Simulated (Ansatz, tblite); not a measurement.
**SiHF3: removing an electron**

Aim: the energy of removing an electron for SiHF3, by energy differences, and how well orbital energies stand in for it.

The runs use Ansatz 0.2.0, Gaussian basis; as each input shows.

Plan: charge +1 doublet, at the geometry of the singlet (PBE0-D4/def2-TZVP, PBE-D4/def2-TZVP, r2SCAN-D4/def2-TZVP, CCSD(T)/def2-TZVPP); the starting singlet's energies come from earlier runs.

## Step 1: The relaxed structure

The singlet was relaxed beforehand with PBE0-D4/def2-TZVP.

5 atoms, charge 0, spin multiplicity 1.

Atoms are counted from 1 here; the program's logs count them from 0.

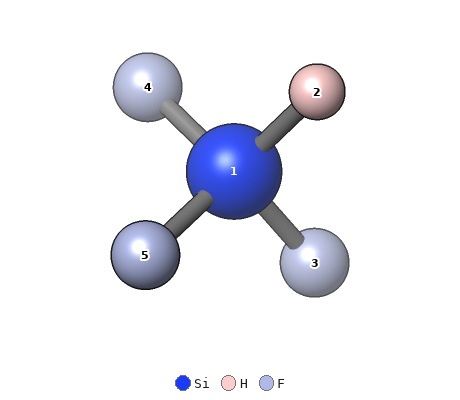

The structure; silicon blue, hydrogen pink, fluorine light blue; atoms are numbered from 1 in the order of the file.

## Step 2: Charge +1 doublet at the fixed geometry, first pass, PBE0-D4/def2-SVP

Input file in.yaml:

```yaml
crystal:
  periodic: [false, false, false]
  atoms:
    - {symbol: Si, position_ang: [0.000347, -0.000488, 0.040755]}
    - {symbol: H, position_ang: [0.011141, -0.017904, 1.502286]}
    - {symbol: F, position_ang: [1.467842, 0.010535, -0.524927]}
    - {symbol: F, position_ang: [-0.743329, 1.278124, -0.493886]}
    - {symbol: F, position_ang: [-0.736000, -1.270256, -0.524228]}
basis:
  gaussian: {orbitals: def2-SVP}
total_charge: 1
magnetization: {spin_polarized: true, initial_magnetization: 1}
hamiltonian: {xc: pbe0, dispersion: d4}
output: {orbitals: {seedname: orbitals}}
```

Launch:

```console
$ ansatz run in.yaml --threads 4 --pin off --events-out ev --progress --plain --max-ram 3916MiB
```

What it wrote:

```text
Functional definition: PBE0
  name "PBE0"
  cite "Adamo & Barone, J. Chem. Phys. 110, 6158 (1999) doi:10.1063/1.478522"
  cite "Perdew, Burke & Ernzerhof, Phys. Rev. Lett. 77, 3865 (1996) doi:10.1103/PhysRevLett.77.3865"
  parent pbe
  parameter a = 0.25
  parameter kappa = 0.804
  parameter beta = 0.06672455060314922
  exchange = (1 - a)*pbe_x(kappa = kappa, mu = beta*pi^2/3) + a*exact_x
  correlation = pbe_c(beta = beta)
601 factors; integrals over basis functions are off by at most 1.1e-3 eV
mean field evaluation 1: about -16002.7607 eV, gradient 6.1e1 eV
mean field evaluation 2: about -15968.5824 eV, gradient 1.2e2 eV
mean field evaluation 4: about -16015.1442 eV, gradient 4.0e0 eV
mean field evaluation 8: about -16015.2530 eV, gradient 5.1e-1 eV
mean field evaluation 16: about -16015.2540 eV, gradient 9.4e-5 eV
mean field evaluation 32: about -16015.0218 eV, gradient 1.8e0 eV
mean field -16015.25397496 eV, -588.5497280508 hartree, gradient 2.6e-5 eV, S^2 0.757565; 4 other end points of the search recorded, 0 dependent functions left out
reference -16015.25399285 eV, -588.5497287082 hartree; 21, 20 occupied and 44, 45 virtual orbitals, 601 factors
Total energy: -16015.30266785 eV, -588.5515174816 hartree
```

Wall time 1.4 s (4 threads of Arm Neoverse V1, shared host).

HOMO -19.55 eV, LUMO -16.80 eV (over both spins); ⟨S²⟩ 0.758 (pure: 0.75).

## Step 3: Charge +1 doublet at the fixed geometry, PBE0-D4/def2-TZVP

start.molden holds the orbitals of an earlier run on this state, given as this run's starting guess.

Edit in.yaml of step 2 so:

```diff
@@ -9,3 +9,3 @@
 basis:
-  gaussian: {orbitals: def2-SVP}
+  gaussian: {orbitals: def2-TZVP, initial_orbitals: start.molden}
 total_charge: 1
@@ -13,2 +13,3 @@
 hamiltonian: {xc: pbe0, dispersion: d4}
+scf: {omitted_lower_state_checks: [starts]}
 output: {orbitals: {seedname: orbitals}}
```

Launched as before.

What it wrote:

```text
Functional definition: PBE0
  name "PBE0"
  cite "Adamo & Barone, J. Chem. Phys. 110, 6158 (1999) doi:10.1063/1.478522"
  cite "Perdew, Burke & Ernzerhof, Phys. Rev. Lett. 77, 3865 (1996) doi:10.1103/PhysRevLett.77.3865"
  parent pbe
  parameter a = 0.25
  parameter kappa = 0.804
  parameter beta = 0.06672455060314922
  exchange = (1 - a)*pbe_x(kappa = kappa, mu = beta*pi^2/3) + a*exact_x
  correlation = pbe_c(beta = beta)
these checks for a lower state are left out or cut short: starts
780 factors; their error is unknown
mean field evaluation 1: about -16023.9134 eV, gradient 1.5e2 eV
mean field evaluation 2: about -16028.6965 eV, gradient 5.6e0 eV
mean field evaluation 4: about -16028.8697 eV, gradient 1.4e-1 eV
mean field evaluation 8: about -16028.8698 eV, gradient 9.1e-6 eV
mean field -16028.86984738 eV, -589.0501021331 hartree, gradient 9.1e-6 eV, S^2 0.757985; 0 other end points of the search recorded, 0 dependent functions left out
reference -16028.86986569 eV, -589.0501028059 hartree; 21, 20 occupied and 115, 116 virtual orbitals, 780 factors
Total energy: -16028.91854070 eV, -589.0518915794 hartree
Checks for a lower state left out: starts
```

Run time: 1.8 s. Hardware: 4 threads of Arm Neoverse V1, shared host.

HOMO -19.56 eV, LUMO -16.78 eV (over both spins); ⟨S²⟩ 0.758 (pure: 0.75).

## Step 4: Charge +1 doublet at the fixed geometry, PBE-D4/def2-TZVP

Edit in.yaml of step 3 so:

```diff
@@ -12,3 +12,3 @@
 magnetization: {spin_polarized: true, initial_magnetization: 1}
-hamiltonian: {xc: pbe0, dispersion: d4}
+hamiltonian: {xc: pbe, dispersion: d4}
 scf: {omitted_lower_state_checks: [starts]}
```

The command is unchanged.

What it wrote:

```text
Functional definition: PBE
  name "PBE"
  cite "Perdew, Burke & Ernzerhof, Phys. Rev. Lett. 77, 3865 (1996) doi:10.1103/PhysRevLett.77.3865"
  parent pbe
  parameter kappa = 0.804
  parameter beta = 0.06672455060314922
  exchange = pbe_x(kappa = kappa, mu = beta*pi^2/3)
  correlation = pbe_c(beta = beta)
these checks for a lower state are left out or cut short: starts
764 factors; their error is unknown
mean field evaluation 1: about -16028.5317 eV, gradient 7.9e0 eV
mean field evaluation 2: about -16028.6861 eV, gradient 2.4e-1 eV
mean field evaluation 4: about -16028.6799 eV, gradient 4.8e-2 eV
mean field evaluation 8: about -16028.6799 eV, gradient 1.6e-5 eV
mean field -16028.67989871 eV, -589.0431216483 hartree, gradient 1.1e-6 eV, S^2 0.753248; 0 other end points of the search recorded, 0 dependent functions left out
reference -16028.67992446 eV, -589.0431225943 hartree; 21, 20 occupied and 115, 116 virtual orbitals, 764 factors
Total energy: -16028.73914498 eV, -589.0452989083 hartree
Checks for a lower state left out: starts
```

Wall time 1.5 s (4 threads of Arm Neoverse V1, shared host).

HOMO -17.50 eV, LUMO -17.29 eV (over both spins); ⟨S²⟩ 0.753 (pure: 0.75).

## Step 5: Charge +1 doublet at the fixed geometry, r2SCAN-D4/def2-TZVP

Edit in.yaml of step 4 so:

```diff
@@ -12,3 +12,3 @@
 magnetization: {spin_polarized: true, initial_magnetization: 1}
-hamiltonian: {xc: pbe, dispersion: d4}
+hamiltonian: {xc: r2scan, dispersion: d4}
 scf: {omitted_lower_state_checks: [starts]}
```

Same command.

What it wrote:

```text
Functional definition: r2SCAN
  name "r2SCAN"
  cite "Furness, Kaplan, Ning, Perdew & Sun, J. Phys. Chem. Lett. 11, 8208 (2020) doi:10.1021/acs.jpclett.0c02405"
  cite "Furness, Kaplan, Ning, Perdew & Sun, J. Phys. Chem. Lett. 11, 9248 (2020) doi:10.1021/acs.jpclett.0c03077"
  parent r2scan
  parameter k0 = 0.174
  parameter k1 = 0.065
  parameter a1 = 4.9479
  exchange = r2scan_x(k0 = k0, k1 = k1, a1 = a1)
  correlation = r2scan_c
these checks for a lower state are left out or cut short: starts
764 factors; their error is unknown
mean field evaluation 1: about -16036.3599 eV, gradient 4.3e0 eV
mean field evaluation 2: about -16036.3969 eV, gradient 7.6e-2 eV
mean field evaluation 4: about -16036.3892 eV, gradient 6.1e-4 eV
mean field evaluation 8: about -16036.3892 eV, gradient 2.5e-5 eV
mean field -16036.38922162 eV, -589.3264340395 hartree, gradient 2.1e-5 eV, S^2 0.757774; 0 other end points of the search recorded, 0 dependent functions left out
reference -16036.38922910 eV, -589.3264343144 hartree; 21, 20 occupied and 115, 116 virtual orbitals, 764 factors
Total energy: -16036.40235367 eV, -589.3269166336 hartree
Checks for a lower state left out: starts
```

Wall time 3.7 s (4 threads of Arm Neoverse V1, shared host).

From the report: HOMO -18.00 eV, LUMO -17.32 eV (over both spins); ⟨S²⟩ 0.758 (pure: 0.75).

## Step 6: Charge +1 doublet at the fixed geometry, CCSD(T)/def2-TZVPP

Edit in.yaml of step 5 so:

```diff
@@ -9,7 +9,7 @@
 basis:
-  gaussian: {orbitals: def2-TZVP, initial_orbitals: start.molden}
+  gaussian: {orbitals: def2-TZVPP, initial_orbitals: start.molden}
 total_charge: 1
 magnetization: {spin_polarized: true, initial_magnetization: 1}
-hamiltonian: {xc: r2scan, dispersion: d4}
-scf: {omitted_lower_state_checks: [starts]}
+correlation: {method: ccsd_t}
+scf: {omitted_lower_state_checks: [starts, cluster_reference]}
 output: {orbitals: {seedname: orbitals}}
```

Launched as before.

What it wrote, shortened:

```text
Functional definition: HF
  name "HF"
  cite "Fock, Z. Phys. 61, 126 (1930) doi:10.1007/BF01340294"
  parent pbe
[...]
942 factors; integrals over basis functions are off by at most 8.6e-4 eV
[...]
mean field -15991.60325260 eV, -587.6805800351 hartree, gradient 1.4e-6 eV, S^2 0.759018; 0 other end points of the search recorded, 0 dependent functions left out
8 core orbitals not correlated: weight in the atoms' cores, before any rotation towards them, 1.000 or more for the frozen orbitals, at most 0.000 for the correlated occupied ones
reference -15991.60325260 eV, -587.6805800351 hartree; 13, 12 occupied and 128, 129 virtual orbitals, 942 factors
second order -23.18777218 eV of doubles, -0.00000000 eV of singles
cycle   1  -22.52465347 eV  change    6.6e-1 eV  update   1.3e-1
[...]
cycle  13  -23.21769425 eV  change    2.5e-5 eV  update   6.7e-6
perturbative correction -0.76625863 eV, -0.0281594853 hartree
Total energy: -16015.58720548 eV, -588.5619740465 hartree
Checks for a lower state left out: starts, cluster_reference
```

It took 64 s on 4 threads of Arm Neoverse V1, shared host; peak memory 2.5 GiB.

Report: Hartree-Fock HOMO -24.75 eV, LUMO -13.02 eV (over both spins); ⟨S²⟩ 0.759 (pure: 0.75); T1 0.027.

## Step 7: Vertical ionisation energy

Charged state less starting state, singlet to doublet; the starting state's energies are those of its earlier runs.

```
             method  vertical ionisation energy (eV)  from CCSD(T)/def2-TZVPP (eV)   time
      HF/def2-TZVPP                            14.13                         -0.35       
   PBE-D4/def2-TZVP                            13.47                         -1.01  2.3 s
r2SCAN-D4/def2-TZVP                            13.74                         -0.74  5.3 s
  PBE0-D4/def2-TZVP                            14.07                         -0.41  2.6 s
     MP2/def2-TZVPP                            14.43                         -0.05       
    CCSD/def2-TZVPP                            14.60                         +0.12       
 CCSD(T)/def2-TZVPP                            14.48                             0   78 s
```

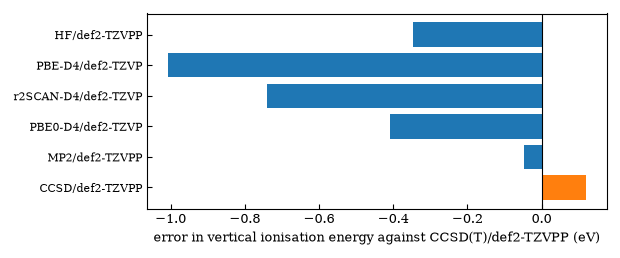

Deviations from CCSD(T)/def2-TZVPP, method by method.

Times add the two runs; a level without a time comes out of a correlated run.

Beside −ε(HOMO) of the starting state:

```
              level  −ε(HOMO) (eV)  by difference (eV)  mismatch (eV)
   PBE-D4/def2-TZVP           9.55               13.47          -3.93
r2SCAN-D4/def2-TZVP           9.99               13.74          -3.75
  PBE0-D4/def2-TZVP          11.22               14.07          -2.85
```

## Step 8: Outcome

| quantity | value |
| --- | --- |
| vertical ionisation energy, functionals in def2-TZVP | 13.47 (PBE-D4) to 14.07 eV (PBE0-D4) |
| vertical ionisation energy, CCSD(T)/def2-TZVPP | 14.48 eV |

The vertical ionisation energy spans 13.47 to 14.07 eV over the functionals, beside 14.48 eV from CCSD(T)/def2-TZVPP. −ε(HOMO) misses the level's own difference by -2.85 eV at best (PBE0-D4) and -3.93 eV at worst (PBE-D4). The reference is CCSD(T) in one finite basis, so it carries an error of its own, often a tenth of an eV or more, and near misses can't be ranked.
